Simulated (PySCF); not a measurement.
## C3H2FN2 (charge −1): NMR shielding calculation

C3H2FN2, charge −1, computed with GIAO PBE0/pcSseg-1 NMR shielding, non-relativistic, gas phase (PySCF 2.14.0).

The geometry comes from this level: GFN2-xTB. Figures and captions count atoms from 1; the log counts them from 0 in places.

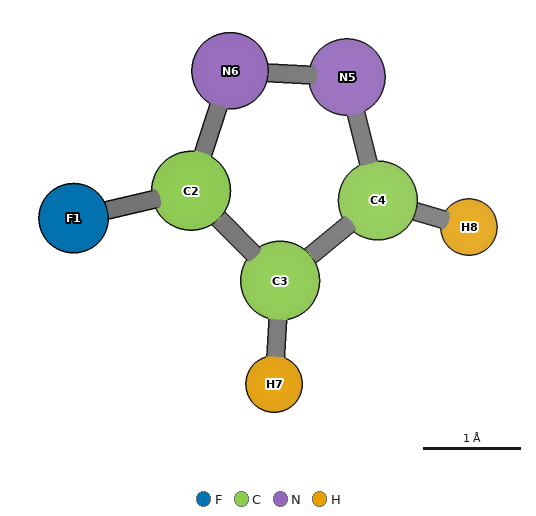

Figure 1. The structure as given in the input (ball-and-stick view, seen at a tilt; atoms are numbered from 1 in the order of the input). Bond lengths as drawn: C–C 1.39 Å, C–F 1.38 Å, C–H 1.08 Å, C–N 1.32 to 1.33 Å and N–N 1.34 Å.

### Key numbers

```csv
quantity,value
outcome,converged
total energy,−324.480844 hartree
HOMO,−1.01 eV
LUMO,6.50 eV
"isotropic shielding, F",335.5 ppm
"isotropic shielding, C",10.3 to 107.5 ppm
"isotropic shielding, N",−77.8 to −60.4 ppm
"isotropic shielding, H",24.8 to 26.7 ppm
hardware,"1 CPU thread, shared host"
wall time,18 s
peak memory,0.51 GiB
```

### The input
```
{"job": {"kind": "nmr", "xc": "PBE0", "basis": "pcSseg-1"}, "charge": -1, "multiplicity": 1}
F      2.363933     0.035165     0.251746
C      1.003590    -0.172267     0.218240
C      0.066489     0.682187    -0.347598
C     -1.113583    -0.014811    -0.094538
N     -0.866054    -1.153823     0.552281
N      0.458517    -1.254185     0.748877
H      0.222838     1.624814    -0.844728
H     -2.126672     0.262332    -0.353365
```

The first line tells a small driver script what to run in PySCF; the rest is the geometry in Å.

Run as:
```bash
OMP_NUM_THREADS=1 python <driver script> task.json out
```

### Log
```
coarse grid: 7712 points
cycle   1  E = -324.3680569176  dE =  1.073e+00  |g| = 5.635e-01  |ddm| = 2.805e+00
cycle   2  E = -324.3344177330  dE =  3.364e-02  |g| = 7.324e-01  |ddm| = 1.295e+00
cycle   3  E = -324.4362604089  dE = -1.018e-01  |g| = 1.448e-01  |ddm| = 7.162e-01
cycle   4  E = -324.4402755866  dE = -4.015e-03  |g| = 6.021e-02  |ddm| = 1.574e-01
cycle   5  E = -324.4410549612  dE = -7.794e-04  |g| = 1.504e-02  |ddm| = 6.627e-02
cycle   6  E = -324.4411027150  dE = -4.775e-05  |g| = 4.601e-03  |ddm| = 1.672e-02
cycle   7  E = -324.4411069133  dE = -4.198e-06  |g| = 1.630e-03  |ddm| = 5.124e-03
final grid: 77960 points
cycle   8  E = -324.4808322005  dE = -2.167e-05  |g| = 7.326e-03  |ddm| = 2.328e-02
cycle   9  E = -324.4808178854  dE =  1.432e-05  |g| = 1.142e-02  |ddm| = 1.674e-02
cycle  10  E = -324.4808435303  dE = -2.564e-05  |g| = 1.443e-03  |ddm| = 9.805e-03
cycle  11  E = -324.4808439896  dE = -4.593e-07  |g| = 4.109e-04  |ddm| = 1.404e-03
cycle  12  E = -324.4808440228  dE = -3.319e-08  |g| = 1.378e-04  |ddm| = 4.358e-04
cycle  13  E = -324.4808440260  dE = -3.150e-09  |g| = 3.861e-05  |ddm| = 1.280e-04
cycle  14  E = -324.4808440262  dE = -2.556e-10  |g| = 1.759e-05  |ddm| = 4.426e-05
```

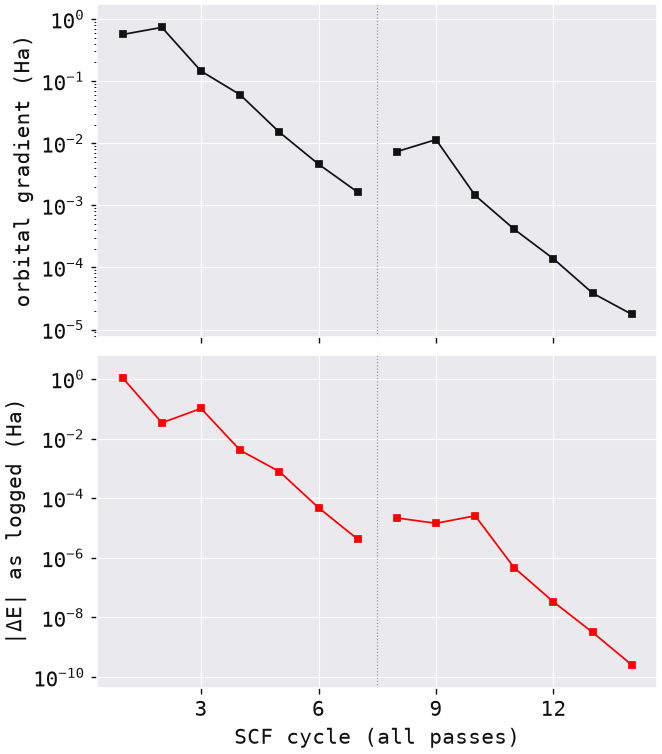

Figure 2. Convergence of the self-consistent field: orbital gradient and size of the energy change against the SCF cycle. The dotted line marks the change from a coarse to the final integration grid. The first 7 cycles use a coarse grid, the final grid takes over at cycle 8, and the field converges after 14 cycles in all.

```
converged SCF energy = -324.4808440262

GIAO shielding tensors (ppm)
atom      isotropic    diamagn.    paramagn.     s11        s22        s33       span
  0 F      335.523     474.499    -138.976    250.314    366.956    389.299    138.985
  1 C       10.258     248.546    -238.288    -61.765     39.596     52.944    114.709
  2 C      107.530     255.740    -148.211     45.896    110.475    166.217    120.321
  3 C       52.431     250.591    -198.160    -45.224     78.010    124.506    169.729
  4 N      -77.822     327.454    -405.276   -320.320    -99.214    186.069    506.390
  5 N      -60.352     329.973    -390.324   -270.631    -79.645    169.221    439.853
  6 H       26.696      32.815      -6.119     25.524     26.801     27.764      2.240
  7 H       24.768      31.833      -7.065     23.163     25.260     25.881      2.718
```

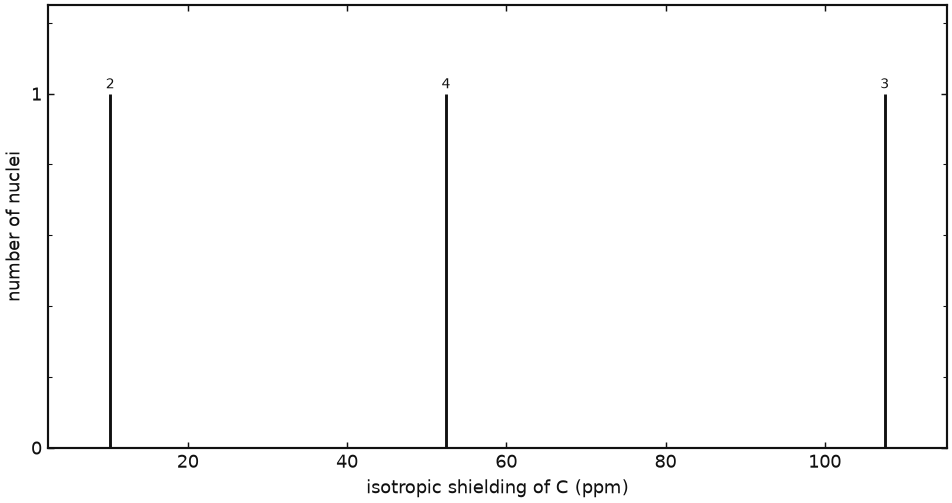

Figure 3. Isotropic shieldings of the carbon nuclei in this fixed geometry, labelled by atom number; shielding grows to the right, so chemical shift grows to the left. The least shielded is C2 (10.3 ppm), the most shielded C3 (107.5 ppm).

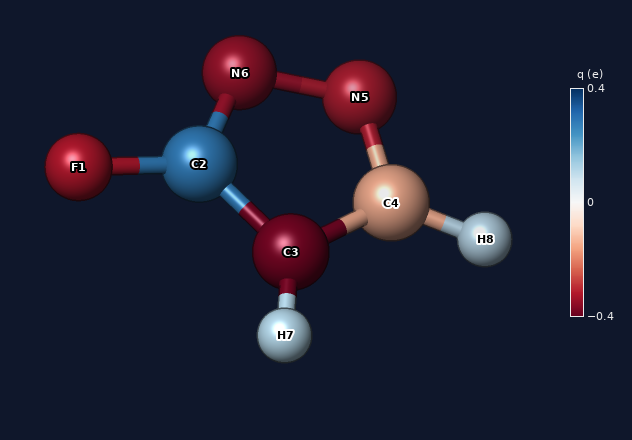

Figure 4. IAO charges, as the colour of each atom (ball-and-stick view, seen at a tilt; atoms are numbered from 1 in the order of the input). By element: F −0.32, C −0.38 to +0.28, N −0.34 to −0.31 and H +0.10 to +0.12 e.
